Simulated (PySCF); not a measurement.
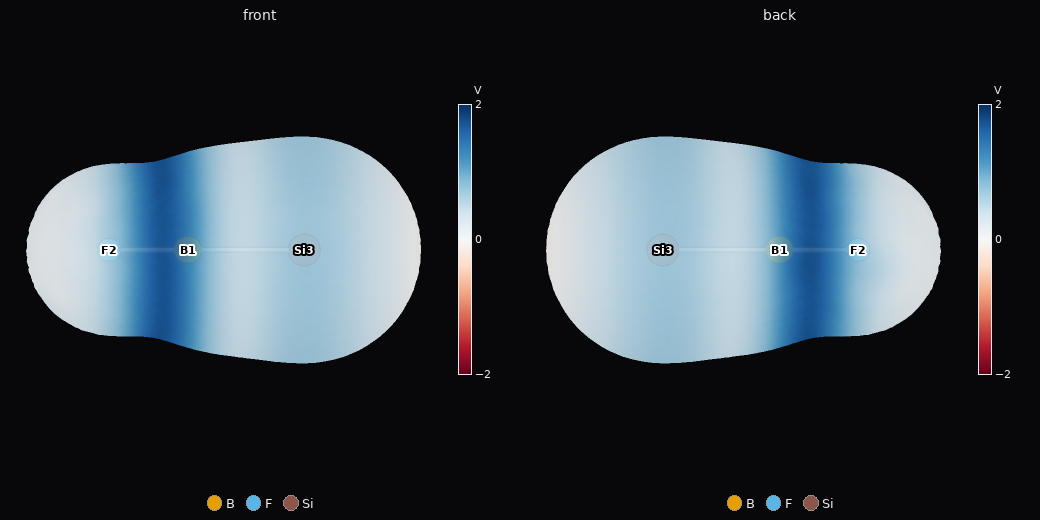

BFSi (SMILES FB=[Si]) (triplet). The molecular electrostatic potential painted on the density surface at 0.004 e/bohr³, seen from the front and from behind; red is negative and blue positive.

Geometry: PBE0-D3(BJ)/def2-SVP.

The calculation used Gaussian-basis quantum chemistry of an isolated molecule with PySCF, energy and nuclear gradient, functional PBE0 in PySCF 2.14.0.

Input

```
# FB=[Si]
import pyscf.grad
from pyscf import gto, dft

mol = gto.M(
    atom='input.xyz',
    max_memory=3720,
    verbose=3,
    spin=2,
    basis='def2-tzvpd',
    charge=0,
)

mf = dft.UKS(mol)
mf.xc = 'pbe0'
mf = mf.density_fit(auxbasis='def2-universal-jkfit')
mf.conv_tol = 1e-09
mf.max_cycle = 100
mf.grids.level = 3
mf.kernel()
if not mf.converged:
    mf = mf.newton().run(mf.mo_coeff, mf.mo_occ)
for _ in range(3):
    mo, _, stable, _ = mf.stability(return_status=True)
    if stable:
        break
    mf.kernel(mf.make_rdm1(mo, mf.mo_occ))

e_tot = mf.e_tot
print('E(%s) = %.9f' % ('PBE0', e_tot))
grad = mf.Gradients().kernel()
mf.analyze()
```

Command:

```sh
OMP_NUM_THREADS=2 python calc.py
```

### Which sites attract a positive test charge, and which a negative one?

A positive charge is drawn to the negative regions and a negative charge to the positive ones. The most negative region (about −0.1 V) lies over Si3, the most positive (about +1.7 V) over B1.

### How polar is the molecule by this calculation?

Its dipole moment is 0.77 D.
